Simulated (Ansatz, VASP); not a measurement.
# SnTe: VASP beside Ansatz

Wanted: the spread between two codes on one cell, functional and k mesh. The cell comes out of the VASP series on this material, whose earlier steps may have relaxed, scaled or displaced it; both programs get it as it stands.

Method: plane waves, with VASP 6.6.1 beside it; relaxation of cell and atoms at LDA, in Ansatz 0.2.0.

### Step 1. The starting structure

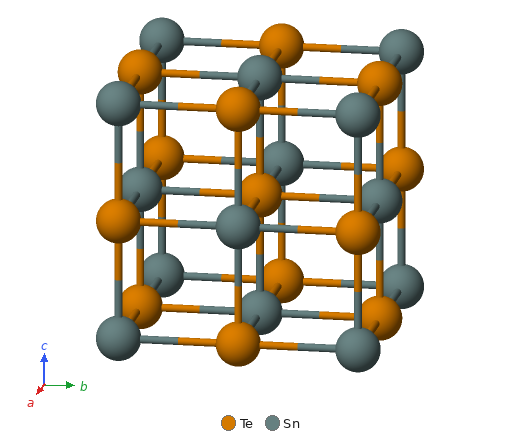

Start, viewed slightly off an axis; tellurium orange, tin teal. This picture shows the conventional cell, with its axes. Some periodic images of atoms are drawn too.

Coordinates:

```cif
data_structure
_symmetry_space_group_name_H-M 'P 1'
_symmetry_Int_Tables_number 1
_cell_length_a 4.4105
_cell_length_b 4.4105
_cell_length_c 4.4105
_cell_angle_alpha 60.000
_cell_angle_beta 60.000
_cell_angle_gamma 60.000
_cell_volume 60.67
loop_
_atom_site_label
_atom_site_type_symbol
_atom_site_fract_x
_atom_site_fract_y
_atom_site_fract_z
_atom_site_occupancy
Te1 Te 0.50000 0.50000 0.50000 1
Sn2 Sn 0.00000 0.00000 0.00000 1
```

### Step 2. VASP: relaxation of cell and atoms, LDA

The relaxed volume is the usual yardstick between codes: its relative difference is about their pressure difference at one cell divided by the bulk modulus.

Lines of VASP's logs that name or quote its potential files are left out, and so is its time.

File INCAR:

```
SYSTEM = SnTe
PREC = Accurate
ENCUT = 450
EDIFF = 1E-06
NELM = 100
ISMEAR = 0
SIGMA = 0.03
LREAL = .FALSE.
ALGO = Normal
GGA = CA
NBANDS = 16
LORBIT = 11
LWAVE = .FALSE.
LCHARG = .FALSE.
KPAR = 4
IBRION = 2
NSW = 50
ISIF = 3
EDIFFG = -0.006
```

File POSCAR:

```
SnTe
1.0
    0.0000000000      3.1187011921      3.1187011921
    3.1187011921      0.0000000000      3.1187011921
    3.1187011921      3.1187011921      0.0000000000
Te Sn
1 1
Direct
    0.5000000000      0.5000000000      0.5000000000
    0.0000000000      0.0000000000      0.0000000000
```

File KPOINTS:

```
Automatic mesh
0
Gamma
6 6 6
0 0 0
```

PAW data sets: Te and Sn_d (LDA family, release 64).

Command:

```console
> mpirun -np 4 vasp_std
```

Numbers of over 12 decimals in the logs are rounded to 6 here.

Log:

```text
[banner, memory and clock lines left out]
running    4 mpi-ranks, on    1 nodes
 distrk:  each k-point on    1 cores,    4 groups
 distr:  one band on    1 cores,    1 groups

 POSCAR found type information on POSCAR TeSn
 POSCAR found :  2 types and       2 ions
 LDA part: xc-table for (Slater(with rela. corr.)+CA(PZ))
 , standard interpolation
 POSCAR, INCAR and KPOINTS ok, starting setup
 FFT: planning ... GRIDC
 FFT: planning ... GRID_SOFT
 FFT: planning ... GRID
 WAVECAR not read
 entering main loop
       N       E                     dE             d eps       ncg     rms          rms(c)
DAV:   1     0.116527022915E+03    0.11653E+03   -0.88731E+03   520   0.132E+03
DAV:   2     0.906640911406E+00   -0.11562E+03   -0.11292E+03   576   0.332E+02
DAV:   3    -0.863352726418E+01   -0.95402E+01   -0.94502E+01   656   0.861E+01
DAV:   4    -0.888135102172E+01   -0.24782E+00   -0.24776E+00   624   0.151E+01
DAV:   5    -0.889236617393E+01   -0.11015E-01   -0.11015E-01   752   0.296E+00    0.555E+00
DAV:   7    -0.883543329605E+01    0.45674E-02   -0.42799E-02   680   0.116E+00    0.641E-01
DAV:   8    -0.883435169251E+01    0.10816E-02   -0.73891E-03   616   0.712E-01    0.162E-01
DAV:   9    -0.883439455619E+01   -0.42864E-04   -0.56210E-04   680   0.222E-01    0.640E-02
DAV:  10    -0.883437188823E+01    0.22668E-04   -0.80811E-05   680   0.850E-02    0.260E-02
DAV:  11    -0.883437263270E+01   -0.74448E-06   -0.16422E-05   664   0.350E-02    0.715E-03
DAV:  12    -0.883437230568E+01    0.32702E-06   -0.16819E-06   504   0.141E-02
   1 F= -.88343723E+01 E0= -.88343723E+01  d E =-.883437E+01
 curvature:   0.00 expect dE= 0.000E+00 dE for cont linesearch  0.000E+00
 trial: gam= 0.00000 g(F)=  0.292E-62 g(S)=  0.475E-08 ort = 0.000E+00 (trialstep = 0.100E+01)
 search vector abs. value=  0.485E-08
 reached required accuracy - stopping structural energy minimisation
```

OUTCAR, selected parts (step 2):

```text
ion  position               nearest neighbor table
   1  0.500  0.500  0.500-   2 3.12   2 3.12   2 3.12   2 3.12   2 3.12   2 3.12
   2  0.000  0.000  0.000-   1 3.12   1 3.12   1 3.12   1 3.12   1 3.12   1 3.12

  LATTYP: Found a face centered cubic cell.
 ALAT       =     6.2374023842

 Subroutine GETGRP returns: Found 48 space group operations
 (whereof 48 operations were pure point group operations)

The static configuration has the point symmetry O_h .

 Found     16 irreducible k-points:

   k-points           NKPTS =     16   k-points in BZ     NKDIM =     16   number of bands    NBANDS=     16

   dimension x,y,z NGX =    32 NGY =   32 NGZ =   32
   dimension x,y,z NGXF=    64 NGYF=   64 NGZF=   64

   ENCUT  =  450.0 eV  33.07 Ry    5.75 a.u.   7.63  7.63  7.63*2*pi/ulx,y,z

   NELECT =      20.0000    total number of electrons

 k-points in reciprocal lattice and weights: Automatic mesh
   0.00000000  0.00000000  0.00000000       0.005
   0.16666667  0.00000000  0.00000000       0.037
   0.33333333  0.00000000  0.00000000       0.037
   0.50000000  0.00000000  0.00000000       0.019
   0.16666667  0.16666667  0.00000000       0.028
   0.33333333  0.16666667  0.00000000       0.111
   0.50000000  0.16666667  0.00000000       0.111
  -0.33333333  0.16666667  0.00000000       0.111
  -0.16666667  0.16666667  0.00000000       0.056
[...]
-0.33333333  0.33333333  0.16666667       0.111
  -0.33333333  0.50000000  0.16666667       0.056

 average (electrostatic) potential at core
       1 -88.3969       2-100.0654

 E-fermi :   7.1611

 k-point     1 :       0.0000    0.0000    0.0000
  band No.  band energies     occupation
    ...
      6      -5.9223      2.00000
      7       2.4551      2.00000
      8       4.9210      2.00000
      9       4.9210      2.00000
     10       4.9210      2.00000
     11      10.4765      0.00000
     12      10.4765      0.00000
     13      10.4765      0.00000
     14      11.8517      0.00000
     15      11.8517      0.00000
    ...

 k-point     2 :       0.1667    0.0000    0.0000
  band No.  band energies     occupation
    ...
      6      -5.6798      2.00000
      7       1.2543      2.00000
      8       4.9667      2.00000
      9       4.9667      2.00000
     10       5.7200      2.00000
     11       9.4049      0.00000
     12       9.4049      0.00000
     13       9.4575      0.00000
     14      11.8171      0.00000
     15      12.4209      0.00000
    ...

 k-point     3 :       0.3333    0.0000    0.0000
  band No.  band energies     occupation
    ...
      6      -5.0429      2.00000
      7      -0.5148      2.00000
      8       5.1329      2.00000
      9       5.1329      2.00000
     10       6.5158      2.00000
     11       8.0208      0.00000
     12       8.0208      0.00000
     13       8.1113      0.00000
     14      12.9651      0.00000
     15      13.9679      0.00000
    ...

  Total        0.0002563      0.0002563      0.0002563     -0.0000000     -0.0000000     -0.0000000
  in kB        0.0067680      0.0067680      0.0067680     -0.0000000     -0.0000000     -0.0000000
  external PRESSURE =       0.0067680 kB  Pullay stress =       0.0000000 kB

  energy-cutoff  :      450.00
  volume of cell :       60.67
      direct lattice vectors                 reciprocal lattice vectors
     0.000000000  3.118701192  3.118701192    -0.160323150  0.160323150  0.160323150
     3.118701192  0.000000000  3.118701192     0.160323150 -0.160323150  0.160323150
     3.118701192  3.118701192  0.000000000     0.160323150  0.160323150 -0.160323150

 POSITION                                       TOTAL-FORCE (eV/Angst)
 -----------------------------------------------------------------------------------
      3.11870      3.11870      3.11870        -0.000000     -0.000000      0.000000
      0.00000      0.00000      0.00000         0.000000      0.000000     -0.000000
 -----------------------------------------------------------------------------------
    total drift:                                0.000000     -0.000000     -0.000000

  FREE ENERGIE OF THE ION-ELECTRON SYSTEM (eV)
  ---------------------------------------------------
  free  energy   TOTEN  =        -8.8343723057 eV

  energy  without entropy=       -8.8343723017  energy(sigma->0) =       -8.83437230

 reached required accuracy - stopping structural energy minimisation

 total charge
# of ion       s       p       d       tot
------------------------------------------
    1        1.399   1.967   0.035   3.401
    2        1.365   0.783   9.987  12.135
--------------------------------------------------
tot          2.764   2.750  10.021  15.536

[... 3 further parts left out ...]
```

CONTCAR:

```
SnTe
   1.00000000000000
     0.0000000000000000    3.1187011921000001    3.1187011921000001
     3.1187011921000001    0.0000000000000000    3.1187011921000001
     3.1187011921000001    3.1187011921000001    0.0000000000000000
  Te              Sn
     1     1
Direct
     0.5000000000000000    0.5000000000000000    0.5000000000000000
     0.0000000000000000    0.0000000000000000    0.0000000000000000
```

### Step 3. Ansatz: relaxation of cell and atoms, LDA

Ansatz runs on its default PAW (the set named soft_2) files.

The same cell, functional (in two slightly different forms), mesh and smearing now go to Ansatz, which takes its cutoff from its data sets.

File input.yaml:

```yaml
crystal:
  lattice:
    - [0.0, 3.1187011921, 3.1187011921]
    - [3.1187011921, 0.0, 3.1187011921]
    - [3.1187011921, 3.1187011921, 0.0]
  atoms:
    - { symbol: Te, position: [0.5, 0.5, 0.5] }
    - { symbol: Sn, position: [0.0, 0.0, 0.0] }
hamiltonian:
  xc: lda
  pseudopotentials: { kind: paw }
kpoints:
  mp_grid: { grid: [6, 6, 6] }
scf:
  occupations: { method: gaussian, width: 0.03 }
relax:
  f_tol: 0.01
  max_steps: 60
  cell: { stress_tol: 0.05 }
output:
  forces: true
  stress: true
  write_density: true
  write_potential: true
  elf: true
  volumetric_format: npy
```

Command:

```console
> ansatz run input.yaml --threads 4 --pin off --max-ram 9216MiB --backend cpu --events-out ev --progress --plain --runs-dir out
```

Log:

```text
Engine: ansatz 0.2.0, aarch64-unknown-linux-gnu
Pseudopotentials: kind: paw
Pseudopotential: Te, paw, valence charge 16, recommended cutoff 420 eV (normal), Te.paw.azcp
Pseudopotential: Sn, paw, valence charge 14, recommended cutoff 420 eV (normal), Sn.paw.azcp
Functional definition: SPW92
  exchange = slater_x
  correlation = pw_c
Crystal: 2 atoms, lattice volume = 60.667 Å³
Basis set: ecut = 420 eV, 1243 PW (Γ)
Bands: 19, of which v1, the nominal top of the filled ones, is band 15 counted from 1 (14 counted from 0)
Symmetry: 48 space group operations
Space group: Fm-3m (ITA 225), of the structure as read, at distance tolerance 3.9e-5 Å
k-points: 16 of 216
Non-local potential: Te, projectors of the file, l = 0: 2, l = 1: 2, l = 2: 2, l = 3: 2
Non-local potential: Sn, projectors of the file, l = 0: 2, l = 1: 2, l = 2: 2, l = 3: 2
PAW form: soft (Blöchl's): semilocal exchange-correlation on the pseudo side does not see the compensation charge
PAW frozen core: Te, regenerated for the run's functional, and the local potential with it (the file was generated under x = pbe(κ = 0.804, μ = 0.219515), c = pbe(β = 0.066725))
PAW frozen core: Sn, regenerated for the run's functional, and the local potential with it (the file was generated under x = pbe(κ = 0.804, μ = 0.219515), c = pbe(β = 0.066725))
PAW one-centre angular grid: Te, 590 points (default); XC on 64 Gauss nodes
PAW one-centre angular grid: Sn, 590 points (default); XC on 64 Gauss nodes
Initial density: superposition of atomic densities (neutral atoms: chi_scale 0, normalization atom), corrected by the library's trained network
Initial wavefunctions: pseudopotential atomic-orbital guess
Functional: x = slater, c = lda
SCF iter   1: F=—  HF=-12707.284228 eV  |F-HF|=—  |Δ(HF+E_count)|=         —  Δρ=5.53e-3  dr2=7.61e-3  ethr=1.77e-3  ⟨swp⟩=6.9  Hψ=1637  notcnv=0
preconditioner: auto → none  [insulator: Δε(μ)=0.195 eV  Ē_g=8.812 eV  σ=0.030 eV  W_gap=1.00  n_scr=14 (ndim 8)  ℏωp=15.1 eV  f_vac=0.007  D(μ)=0.00/eV (n_scr^D=0)  ε∞_Penn≈3.9]
SCF iter   2: F=—  HF=-12707.279139 eV  |F-HF|=—  |Δ(HF+E_count)|=   5.09e-3  Δρ=2.07e-3  dr2=1.07e-3  ethr=2.54e-5  ⟨swp⟩=2.0  Hψ=656  notcnv=0
SCF iter   3: F=—  HF=-12707.278839 eV  |F-HF|=—  |Δ(HF+E_count)|=   3.00e-4  Δρ=2.96e-4  dr2=3.24e-5  ethr=3.56e-6  ⟨swp⟩=2.1  Hψ=532  notcnv=0
SCF iter   4: F=—  HF=-12707.278837 eV  |F-HF|=—  |Δ(HF+E_count)|=   2.52e-6  Δρ=4.98e-5  dr2=1.83e-6  ethr=1.08e-7  ⟨swp⟩=3.0  Hψ=498  notcnv=0
iter 5 did not close the SCF: its close was put off for the readings that it lacked (scf_convergence_deferred on its scf_iter line)
SCF iter   5: F=-12707.278836 eV  HF=-12707.278836 eV  |F-HF|=2.41e-8  |Δ(HF+E_count)|=   6.17e-7  Δρ=1.03e-5  dr2=6.88e-8  ethr=6.09e-9  ⟨swp⟩=2.0  Hψ=544  notcnv=0
SCF iter   6: F=-12707.278836 eV  HF=-12707.278836 eV  |F-HF|=3.35e-10  |Δ(HF+E_count)|=   6.24e-9  Δρ=1.11e-6  dr2=2.57e-10  ethr=2.29e-10  ⟨swp⟩=6.7  Hψ=1784  notcnv=0
SCF 1 converged in 6 iterations: F = -12707.278836 eV  dr2 = 2.57e-10
  greatest PAW one-centre occupation: 0.999 electrons in one spin orbital (limit 2), on the Te atom at site 0 (counted from 0), in its partial waves of l = 2
relax step   1: F+E_penalty+E_count = -12707.27883608 eV  Δ(F+E_penalty+E_count) = +0.000e0 eV  max|allowed force component| = 1.210e-29 eV/Å  Δτ_max = 0.0000 Å  P = -0.091 GPa  Ω = 60.667 Å³  (6 SCF iters, dr2 threshold 1.00e-7 eV, accepted)
[...]
relax step   2: F+E_penalty+E_count = -12707.27889168 eV  Δ(F+E_penalty+E_count) = -5.561e-5 eV  max|allowed force component| = 6.985e-30 eV/Å  Δτ_max = 0.0000 Å  P = +0.046 GPa  Ω = 60.508 Å³  energy of the carried Pulay correction = +3.323e-5 eV  (6 SCF iters, accepted)
[...]
relax step   3: F+E_penalty+E_count = -12707.27887298 eV  Δ(F+E_penalty+E_count) = +1.870e-5 eV  max|allowed force component| = 1.078e-29 eV/Å  Δτ_max = 0.0000 Å  P = +0.046 GPa  Ω = 60.508 Å³  stress off target by 4.62e-2 GPa  SCF on the basis re-selected at this cell (its energy is not comparable with the rows above)  (7 SCF iters)
basis re-selected at this cell: Δ(F+E_penalty+E_count) = +1.870e-5 eV, ΔP = +0.000 GPa vs the last step (what re-selecting the basis moved, of the pressure what is left beyond the Pulay correction that the steps carried, after the strain that the cell walked since its last selection, with what the two solves' SCF thresholds leave and, on support functions, any second-order correction that the steps lacked; it is no m [...]
SCF converged after 7 iterations
Free energy (F): -12707.278873 eV
Harris-Foulkes:  -12707.278873 eV  (|F-HF|=3.64e-12)
Internal energy: -12707.278873 eV  (E = F + TS)
E sigma→0 (E₀):  -12707.278873 eV
Fermi energy:    9.883855 eV
--- Per-component energies (eV) ---
  E_band       = -348.368849
  E_kinetic    = 369.305381
  E_local      = -2113.590775  (includes V_loc(G=0)·N_el)
  E_nonlocal   = -333.092531
  E_hartree    = 1333.388438
  E_xc         = -504.171020
  E_vxc        = -204.853327  (∫ρ·V_xc dr)
  E_paw        = -8501.987692  (= ΣΔE_a)
  E_vpaw       = -732.914269  (= ΣTr[D̂ρ^β])
  E_aug_tail   = -0.000204  (compensation charges beyond the density's cutoff)
  E_ewald      = -2958.234029
  E_core_change = 1.103559  (= ΣΔE_core)
  E_smearing   = -0.000000  (= −TS)
  E_closure    = 0.000000  (closes the sum)
  Σ components = -12707.278873   (vs F -12707.278873, Δ=0.00e0)
--- Forces (eV/Å), atoms counted from 1 ---
  atom   1  Te     0.00000000    -0.00000000     0.00000000
  atom   2  Sn    -0.00000000    -0.00000000     0.00000000
  max |Σ_I F_I| component: 1.84e-29 eV/Å
--- Stress (GPa, compression-positive) ---
        0.046178      -0.000000      -0.000000
       -0.000000       0.046178      -0.000000
       -0.000000      -0.000000       0.046178
  P = ⅓ Tr σ = 0.0462 GPa (0.462 kbar)
--- Band table (eV; the first three rows and the last of 16) ---
  k-point 0: bands = [... 11 lower, 5.1389, 7.6511, 7.6511, 7.6511, 13.2167, 13.2167, 13.2167, 14.6376]
  k-point 1: bands = [... 11 lower, 3.9493, 7.6968, 7.6968, 8.4403, 12.1496, 12.1496, 12.1935, 14.5830]
  k-point 2: bands = [... 11 lower, 2.1870, 7.8632, 7.8632, 9.2354, 10.7628, 10.7628, 10.8392, 15.7258]
  k-point 15: bands = [... 11 lower, 2.4767, 4.4278, 5.3412, 7.9125, 11.9866, 13.2599, 15.3472, 15.5510]
--- Relaxed structure (2 steps of the walk, 2 accepted, 1 SCFs on fresh bases) ---
  F+E_penalty+E_count = -12707.27887298 eV   max|allowed force component| = 1.078e-29 eV/Å   (the final SCF, on the basis selected at the relaxed cell)
  cell:  # Å, volume = 60.5078 Å³
    - [0, 3.115975, 3.115975]
    - [3.115975, 0, 3.115975]
    - [3.115975, 3.115975, 0]
  atoms:
    - { symbol: Te, position: [0.5, 0.5, 0.5] }
    - { symbol: Sn, position: [0, 0, 0] }
```

Elapsed: 1.6 s, on 4 threads of Arm Neoverse V2, shared host; peak memory 0.34 GiB.

### Step 4. Side by side

Known differences besides the PAW data sets themselves: the two LDA forms differ slightly; both relaxations stop at a tolerance, which leaves soft axes loose, and VASP keeps its plane-wave basis; the data sets hold 30 valence electrons in Ansatz (default PAW (the set named soft_2) files) and 20 in VASP; the cutoff is 420 eV in Ansatz and 450 eV in VASP; Ansatz makes its cores anew for this functional, VASP keeps those of its LDA data sets; Ansatz adds a Pulay correction to the stress that steers its cell, VASP none. Total energies have different zeros and are not compared.

Both answers:

```
                                         quantity  Ansatz   VASP  difference
                                      volume (Å³)   60.51  60.67     -0.26 %
edge a after relaxation, in the typed setting (Å)   4.407  4.410     -0.09 %
```

The walks stopped with 0.05 GPa left in Ansatz and 0.00 GPa in VASP; each walk ends within a tolerance, so the volume difference is uncertain by about these residues over the bulk modulus, most in soft cells.

### Step 5. Summary of results

```
difference in volume (relaxation of cell and atoms, LDA) : -0.26 %
```

The difference in volume is -0.26 % (relaxation of cell and atoms, LDA), within the 1.2 % picked in this series as the mark of a large difference, as far as the stopping tolerances let one tell. 1 further run on this material is not shown. Differences of this kind measure data sets and numerical settings, not the functional's error against experiment.

[Lines on the potential files, build, host, timing and source positions are cut from VASP's logs without a mark.]

[Logs are printed without paths, hosts, clocks, repeated set-up lines and the standing remarks that a program may print on its own settings, such as how far it seeks lower states.]

[Hosts, paths, dates, database ids (printed as entryN), source tags and the programs' standing remarks are cut or masked in the printed files.]
